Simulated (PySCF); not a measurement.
# C7H5NO: excited states, first hyperpolarisability

What do calculations give for the excited states, first hyperpolarisability of C7H5NO (`N#Cc1cccc(O)c1`)?

Programs: PySCF 2.14.0, with routines of our own; each step states its level. All values are computed. Atoms count from 0.

## Step 1: The system as given

14 atoms, charge 0, multiplicity 1; geometry from: GFN2-xTB.

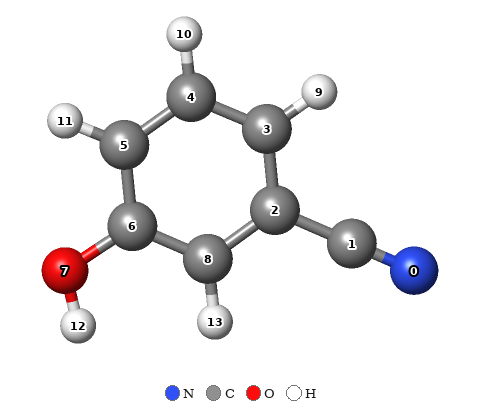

The starting geometry (nitrogen blue, carbon grey, oxygen red, hydrogen white).

## Step 2: Geometry optimisation at PBE0-D3(BJ)/def2-SVP

Job settings and geometry (Å):

```
{"job": {"xc": "PBE0", "basis": "def2-SVP", "d3": "d3bj", "grid": 2, "kind": "geom"}, "charge": 0, "multiplicity": 1}
N      3.306881    -1.660639    -0.356119
C      2.323540    -1.083682    -0.236759
C      1.111044    -0.371179    -0.087517
C      1.138622     0.996294     0.178883
C     -0.056163     1.678703     0.323491
C     -1.264289     1.018285     0.207739
C     -1.292780    -0.350795    -0.057092
O     -2.501675    -0.954964    -0.157919
C     -0.102256    -1.047650    -0.206663
H      2.086087     1.505020     0.269650
H     -0.045114     2.737861     0.529707
H     -2.201599     1.539594     0.318611
H     -2.393511    -1.897604    -0.333965
H     -0.109464    -2.109716    -0.414212
```

Run with:

```console
> OMP_NUM_THREADS=1 python excited_run.py task.json out
```

One launch serves the whole session: the jobs run in the order shown.

Output:

```text
step   0  E = -398.97322475  max force = 0.028840
step   1  E = -398.97475875  max force = 0.001793
step   2  E = -398.97476778  max force = 0.000828
step   3  E = -398.97476681  max force = 0.001186
step   4  E = -398.97477062  max force = 0.000175
optimisation converged
```

It took 25 s on 1 thread of AMD EPYC 9R45, shared host; peak memory 0.74 GiB.

Along the way:

| step | energy from step 0 (eV) | largest force component (eV/Å) |
| --- | --- | --- |
| 0 | 0.0000 | 1.4830 |
| 1 | -0.0417 | 0.0922 |
| 2 | -0.0420 | 0.0426 |
| 3 | -0.0420 | 0.0610 |
| 4 | -0.0421 | 0.0090 |

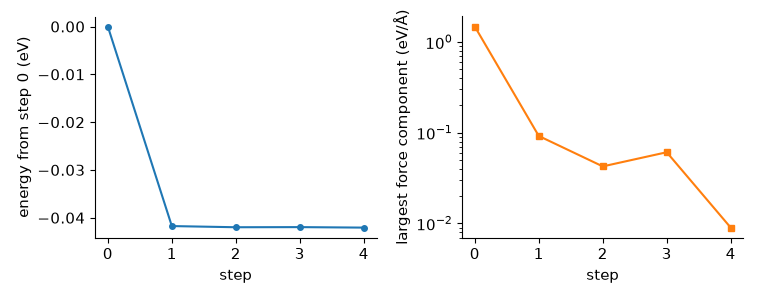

Energy and force, step by step.

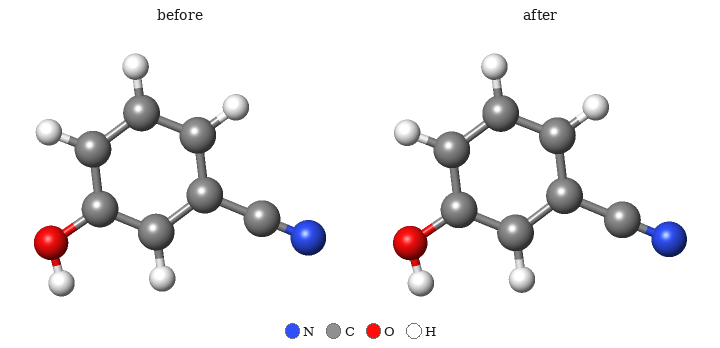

Before and after, at one scale.

Close pairs (by a distance rule), those that changed most:

| bond | before (Å) | after (Å) | change (Å) |
| --- | --- | --- | --- |
| C1–C2 | 1.414 | 1.433 | +0.019 |
| C5–H11 | 1.078 | 1.091 | +0.013 |
| N0–C1 | 1.146 | 1.159 | +0.013 |
| C4–H10 | 1.079 | 1.092 | +0.013 |
| C3–H9 | 1.079 | 1.090 | +0.011 |
| C8–H13 | 1.082 | 1.093 | +0.011 |
| C6–O7 | 1.355 | 1.345 | -0.010 |
| C3–C4 | 1.384 | 1.393 | +0.010 |

The final coordinates are the input of the step that follows.

| at the end point | value |
| --- | --- |
| point group (found at 0.08 Å tolerance) | Cs |
| rotational constants (GHz, main isotopes) | 3.415, 1.207, 0.892 |
| dipole moment (D) | 3.58 |

## Step 3: Excited states: TDA CAM-B3LYP/def2-TZVP

Job settings and geometry (Å):

```
{"job": {"kind": "states", "xc": "CAM-B3LYP", "basis": "def2-TZVP", "tda": true, "soc": true, "nstates": 6, "ntriplets": 5, "nquad": 4}, "charge": 0, "multiplicity": 1}
N      3.580964    -1.839865    -0.378817
C      2.588976    -1.252148    -0.257208
C      1.362623    -0.526196    -0.107032
C      1.389527     0.846348     0.168784
C      0.182874     1.528142     0.310030
C     -1.031518     0.865341     0.180831
C     -1.057245    -0.507740    -0.095229
O     -2.259920    -1.099225    -0.210283
C      0.142771    -1.205032    -0.239278
H      2.344655     1.362676     0.269187
H      0.189224     2.598829     0.525353
H     -1.981655     1.391306     0.289930
H     -2.146364    -2.037123    -0.398533
H      0.140375    -2.276610    -0.454416
```

Level: TDA CAM-B3LYP/def2-TZVP excited states, vertical, gas phase, spin-orbit mean-field couplings.

Output:

```text
coarse grid: 12856 points
cycle   1  E = -399.5574403449  dE =  1.864e+00  |g| = 7.425e-01  |ddm| = 3.737e+00
cycle   2  E = -399.4261283075  dE =  1.313e-01  |g| = 1.137e+00  |ddm| = 2.758e+00
cycle   3  E = -399.6684179348  dE = -2.423e-01  |g| = 1.594e-01  |ddm| = 1.784e+00
cycle   4  E = -399.6726511610  dE = -4.233e-03  |g| = 8.072e-02  |ddm| = 1.886e-01
cycle   5  E = -399.6738822097  dE = -1.231e-03  |g| = 1.780e-02  |ddm| = 1.155e-01
cycle   6  E = -399.6739444909  dE = -6.228e-05  |g| = 4.518e-03  |ddm| = 1.744e-02
cycle   7  E = -399.6739490778  dE = -4.587e-06  |g| = 1.079e-03  |ddm| = 7.021e-03
final grid: 127520 points
cycle   8  E = -399.6654304720  dE = -4.354e-05  |g| = 3.488e-03  |ddm| = 9.732e-02
cycle   9  E = -399.6654313735  dE = -9.015e-07  |g| = 2.838e-03  |ddm| = 9.163e-03
cycle  10  E = -399.6654332836  dE = -1.910e-06  |g| = 5.601e-04  |ddm| = 2.381e-03
cycle  11  E = -399.6654333291  dE = -4.553e-08  |g| = 3.577e-04  |ddm| = 8.538e-04
cycle  12  E = -399.6654333523  dE = -2.313e-08  |g| = 1.038e-04  |ddm| = 5.446e-04
cycle  13  E = -399.6654333544  dE = -2.156e-09  |g| = 3.878e-05  |ddm| = 1.176e-04
cycle  14  E = -399.6654333547  dE = -3.051e-10  |g| = 7.116e-06  |ddm| = 6.451e-05
converged SCF energy = -399.6654333547

Singlet excitations
state   eV       nm        f     d(h-e)  d(exc)  Lambda  PR(NTO)  |dmu|/D   mu/D   main configurations
  1   4.9597   250.0   0.07023   0.460   2.964   0.744   1.518    1.124    4.802   H->L 0.69, H-1->L+1 0.15
  2   5.8094   213.4   0.11608   0.276   2.986   0.803   1.806    0.785    4.473   H-1->L 0.50, H->L+1 0.31, H->L 0.13
  3   6.6454   186.6   0.00002   2.309   3.495   0.275   1.009    9.025    8.786   H->L+2 0.89
  4   6.6679   185.9   0.00001   1.388   2.961   0.389   1.091    4.364    0.957   H-2->L 0.86
  5   6.8702   180.5   0.81023   0.489   2.977   0.768   2.245                     H->L+1 0.48, H-1->L 0.27, H-3->L 0.10
  6   7.1195   174.1   0.00004   1.015   2.916   0.370   1.088                     H->L+4 0.35, H-1->L+4 0.31, H-3->L+4 0.14

Triplet excitations (Tamm-Dancoff)
state   eV     d(h-e)  d(exc)  Lambda  PR(NTO)   main configurations
  1   3.6115   0.338   2.852   0.763   1.143   H->L 0.71, H-1->L 0.16
  2   4.0172   0.288   2.702   0.794   1.097   H-1->L 0.47, H->L 0.26, H->L+1 0.18
  3   4.4647   0.217   2.804   0.794   1.779   H->L+1 0.65, H-1->L 0.31
  4   5.3651   0.217   2.733   0.677   1.190   H-1->L+1 0.82
  5   5.9837   0.309   2.473   0.703   1.931   H-3->L 0.56, H-1->L+7 0.10
S1 - T1 = 1.3481 eV

Spin-orbit couplings |<S|Hso|T>| (cm-1)
             T1       T2       T3       T4       T5
S0        0.014    0.027    0.045    0.029    0.019
S1        0.007    0.004    0.035    0.000    0.004
S2        0.007    0.001    0.020    0.021    0.010
S3        3.411    1.940    4.730    0.183    1.095
S4        5.759    3.340    4.199    4.770    9.615
S5        0.053    0.050    0.007    0.056    0.014
S6        9.102    2.532    4.108    6.355    8.931
T1 sublevels (cm-1): 0.000 0.004 0.004   radiative rates (1/s): 0.000231 0.000175 0.00136
```

It took 39 s on 1 thread of AMD EPYC 9R45, shared host; peak memory 1.3 GiB.

Key values:

| quantity | value |
| --- | --- |
| S1 less T1 | 1.35 eV |

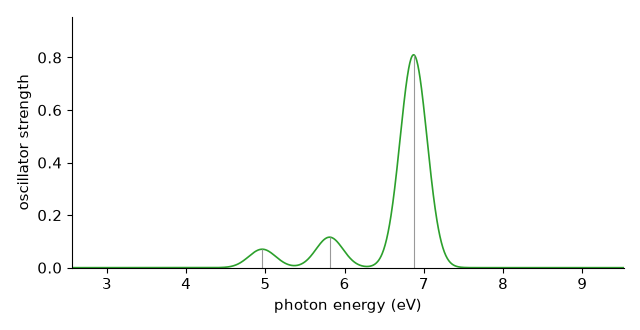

Absorption lines of the singlets. Lines are broadened to a width of 0.40 eV (Gaussian).

## Step 4: Excited states: TDDFT CAM-B3LYP/aug-cc-pVDZ

Settings changed since step 3:

```diff
@@ -1,2 +1,2 @@
-{"job": {"kind": "states", "xc": "CAM-B3LYP", "basis": "def2-TZVP", "tda": true, "soc": true, "nstates": 6, "ntriplets": 5, "nquad": 4}, "charge": 0, "multiplicity": 1}
+{"job": {"kind": "states", "xc": "CAM-B3LYP", "basis": "aug-cc-pVDZ", "tpa": true, "nstates": 8, "nquad": 6, "ntriplets": 0}, "charge": 0, "multiplicity": 1}
 N      3.580964    -1.839865    -0.378817
```

Method: TDDFT CAM-B3LYP/aug-cc-pVDZ excited states, vertical, gas phase, two-photon moments by quadratic response.

Output:

```text
coarse grid: 12856 points
cycle   1  E = -399.4226127909  dE =  1.915e+00  |g| = 6.984e-01  |ddm| = 3.062e+01
cycle   2  E = -399.2968475977  dE =  1.258e-01  |g| = 1.081e+00  |ddm| = 5.875e+00
cycle   3  E = -399.5288495172  dE = -2.320e-01  |g| = 1.435e-01  |ddm| = 3.839e+00
cycle   4  E = -399.5324909796  dE = -3.641e-03  |g| = 7.226e-02  |ddm| = 6.724e-01
cycle   5  E = -399.5335335908  dE = -1.043e-03  |g| = 1.588e-02  |ddm| = 3.642e-01
cycle   6  E = -399.5335862413  dE = -5.265e-05  |g| = 4.219e-03  |ddm| = 1.168e-01
cycle   7  E = -399.5335904760  dE = -4.235e-06  |g| = 8.531e-04  |ddm| = 2.518e-02
final grid: 127520 points
cycle   8  E = -399.5599915958  dE = -2.197e-05  |g| = 2.882e-03  |ddm| = 5.196e-01
cycle   9  E = -399.5599923342  dE = -7.384e-07  |g| = 2.552e-03  |ddm| = 4.589e-02
cycle  10  E = -399.5599939435  dE = -1.609e-06  |g| = 5.381e-04  |ddm| = 1.992e-02
cycle  11  E = -399.5599939888  dE = -4.529e-08  |g| = 3.281e-04  |ddm| = 2.326e-03
cycle  12  E = -399.5599940115  dE = -2.265e-08  |g| = 5.718e-05  |ddm| = 1.642e-03
cycle  13  E = -399.5599940123  dE = -8.807e-10  |g| = 1.739e-05  |ddm| = 3.841e-04
converged SCF energy = -399.5599940123

Singlet excitations
state   eV       nm        f     d(h-e)  d(exc)  Lambda  PR(NTO)  |dmu|/D   mu/D   delta(TPA)   sigma/GM   main configurations
  1   4.8006   258.3   0.06809   0.455   2.988   0.726   1.486    1.349    5.043       15.83      0.134   H->L 0.79, H-1->L+3 0.09
  2   5.5644   222.8   0.08513   0.249   3.003   0.787   1.920    0.706    4.389       18.56      0.210   H-1->L 0.53, H->L+3 0.34, H->L 0.10
  3   5.8813   210.8   0.00005   2.356   4.182   0.229   1.017   10.020    9.618        2.50      0.032   H->L+1 0.87
  4   6.3865   194.1   0.63412   0.388   3.060   0.748   2.207    0.842    4.330       35.37      0.528   H->L+3 0.57, H-1->L 0.35
  5   6.4737   191.5   0.00014   1.736   4.639   0.191   1.080    7.500    7.242       22.11      0.339   H->L+2 0.84
  6   6.6487   186.5   0.00003   1.360   2.997   0.370   1.110    4.201    0.777        0.17      0.003   H-2->L 0.83
  7   6.7068   184.9   0.36510   0.341   3.085   0.636   1.358                                            H-1->L+3 0.84, H->L 0.09
  8   6.8514   181.0   0.00154   1.464   4.537   0.201   1.246                                            H-1->L+1 0.75
```

Run time: 36 s. Hardware: 1 thread of AMD EPYC 9R45, shared host; peak memory 1.1 GiB.

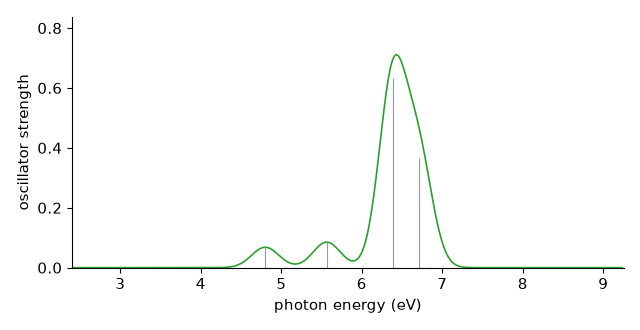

Absorption lines of the singlets. Lines are broadened to a width of 0.40 eV (Gaussian).

## Step 5: First hyperpolarisability: quadratic response CAM-B3LYP/aug-cc-pVDZ

Settings changed since step 4:

```diff
@@ -1,2 +1,2 @@
-{"job": {"kind": "states", "xc": "CAM-B3LYP", "basis": "aug-cc-pVDZ", "tpa": true, "nstates": 8, "nquad": 6, "ntriplets": 0}, "charge": 0, "multiplicity": 1}
+{"job": {"kind": "beta", "xc": "CAM-B3LYP", "basis": "aug-cc-pVDZ"}, "charge": 0, "multiplicity": 1}
 N      3.580964    -1.839865    -0.378817
```

Method: quadratic response CAM-B3LYP/aug-cc-pVDZ first hyperpolarisability, Taylor convention, gas phase.

Output:

```text
coarse grid: 12856 points
cycle   1  E = -399.4226127909  dE =  1.915e+00  |g| = 6.984e-01  |ddm| = 3.062e+01
cycle   2  E = -399.2968475977  dE =  1.258e-01  |g| = 1.081e+00  |ddm| = 5.875e+00
cycle   3  E = -399.5288495172  dE = -2.320e-01  |g| = 1.435e-01  |ddm| = 3.839e+00
cycle   4  E = -399.5324909796  dE = -3.641e-03  |g| = 7.226e-02  |ddm| = 6.724e-01
cycle   5  E = -399.5335335908  dE = -1.043e-03  |g| = 1.588e-02  |ddm| = 3.642e-01
cycle   6  E = -399.5335862413  dE = -5.265e-05  |g| = 4.219e-03  |ddm| = 1.168e-01
cycle   7  E = -399.5335904760  dE = -4.235e-06  |g| = 8.531e-04  |ddm| = 2.518e-02
final grid: 127520 points
cycle   8  E = -399.5599915958  dE = -2.197e-05  |g| = 2.882e-03  |ddm| = 5.196e-01
cycle   9  E = -399.5599923342  dE = -7.384e-07  |g| = 2.552e-03  |ddm| = 4.589e-02
cycle  10  E = -399.5599939435  dE = -1.609e-06  |g| = 5.381e-04  |ddm| = 1.992e-02
cycle  11  E = -399.5599939888  dE = -4.529e-08  |g| = 3.281e-04  |ddm| = 2.326e-03
cycle  12  E = -399.5599940115  dE = -2.265e-08  |g| = 5.718e-05  |ddm| = 1.642e-03
cycle  13  E = -399.5599940123  dE = -8.807e-10  |g| = 1.739e-05  |ddm| = 3.841e-04
converged SCF energy = -399.5599940123

Lowest singlets (eV, f): 4.8006 0.0681  5.5644 0.0851  5.8813 0.0001

First hyperpolarisability (au)
process     nm      |vector|   parallel      HRS      DR
static         -      237.75     107.71      93.27   6.139
shg       1907.0      250.02     113.56      97.94   6.278
eope      1907.0      241.72      109.6          -       -
shg       1064.0      281.92     129.09     110.13    6.63
eope      1064.0      250.93      114.0          -       -
```

It took 29 s on 1 thread of AMD EPYC 9R45, shared host; peak memory 1.1 GiB.

## Step 6: What came out

| quantity | value |
| --- | --- |
| point group | Cs |
| rotational constants (main isotopes) | 3.41, 1.21, 0.89 GHz |
| S1 less T1 (step 3, TDA CAM-B3LYP/def2-TZVP) | 1.35 eV |
| β vector (step 5, quadratic response CAM-B3LYP/aug-cc-pVDZ) | static 238, SHG 1907.0 nm 250, SHG 1064.0 nm 282 au |

What this shows: Over 4 steps the energy fell by 0.042 eV; of the close pairs, C1–C2 changed most, 1.414 to 1.433 Å. No frequency check was run at this level, so the end point may be a saddle. In step 3, the number of triplets below S1 is 3, and the largest singlet-triplet spin-orbit coupling is S4–T5, 9.62 cm⁻¹. β grows from 238 au (static) to 282 au for doubling at 1064.0 nm: normal dispersion, which grows as twice the photon energy moves toward the bright states.
